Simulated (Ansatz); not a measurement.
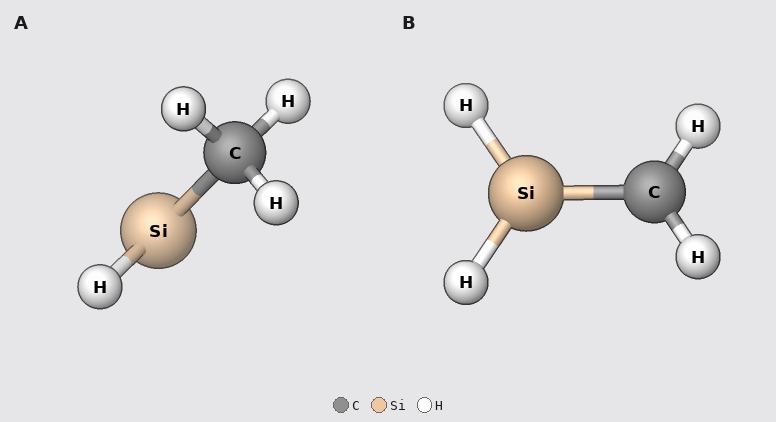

2 stationary structures of one formula. Geometries: PBE0-D4/def2-TZVP. Electronic energies: RHF-CCSD(T) (frozen core)/def2-TZVPP (Ansatz 0.2.0), without zero-point energy. No frequency run is at hand to confirm each as a minimum.

Which structure is the most stable?

B is lowest (C2v); A lies 2.3 kcal/mol above it (Cs).
